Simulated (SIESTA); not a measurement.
Band structure of LaPd5 (P6/mmm, 6 atoms in the cell).

```yaml
crystal:
  lattice:
    - [5.34116, 0.00000, 0.00000]
    - [-2.67058, 4.62558, 0.00000]
    - [0.00000, 0.00000, 4.48770]
  atoms:
    - { symbol: La, position: [0.00000, 0.00000, 0.00000] }
    - { symbol: Pd, position: [0.00000, 0.50000, 0.50000] }
    - { symbol: Pd, position: [0.50000, 0.00000, 0.50000] }
    - { symbol: Pd, position: [0.50000, 0.50000, 0.50000] }
    - { symbol: Pd, position: [0.33333, 0.66667, 0.00000] }
    - { symbol: Pd, position: [0.66667, 0.33333, 0.00000] }
```

Method of the run: GGA PBEsol, numerical atomic orbitals TZP, PseudoDojo PBEsol standard norm-conserving potentials (rewritten from UPF to PSML) run with SIESTA.

Settings: XC.functional = GGA; XC.authors = PBEsol; potentials = PseudoDojo PBEsol standard; PAO.BasisSize = TZP; PAO.EnergyShift = 0.005 Ry; MeshCutoff = 350 Ry; kgrid.MonkhorstPack = 7 7 7; OccupationFunction = MP; OccupationMPOrder = 0; ElectronicTemperature = 136 meV; MaxSCFIterations = 150; SCF.Mixer.Method = Pulay; SCF.Mixer.Weight = 0.1; SCF.Mixer.History = 8.

The starting cell comes from a database of computed structures (which also holds hypothetical and non-ambient phases and stackings), without a prior relaxation at this level. Spin polarisation is off. Values carry the incompleteness of an atom-centred basis.

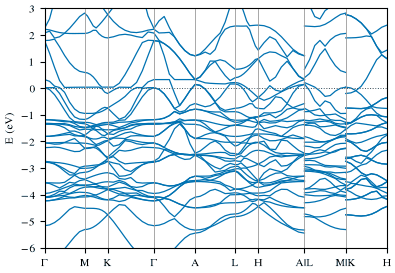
Bands along the path, energies from the Fermi level.

Levels in eV from the Fermi level, bands 47 to 52:
| point | 47 | 48 | 49 | 50 | 51 | 52 |
|---|---|---|---|---|---|---|
| Γ | -1.18 | 0.02 | 0.02 | 0.32 | 1.79 | 1.79 |
| M | -1.34 | -1.28 | -1.17 | -0.95 | 0.04 | 0.59 |
| K | -1.36 | -1.28 | -0.75 | -0.75 | -0.20 | 0.04 |
| A | -0.79 | -0.57 | 0.14 | 0.14 | 0.32 | 0.32 |
| L | -1.20 | -0.88 | -0.75 | 0.16 | 0.21 | 0.40 |
| H | -1.08 | -1.08 | -0.76 | -0.35 | -0.35 | 1.11 |

Bands cross the Fermi level along this path, so the cell is metallic at this level.

Higher empty bands are left out: an atom-centred basis made for the valence describes them poorly.
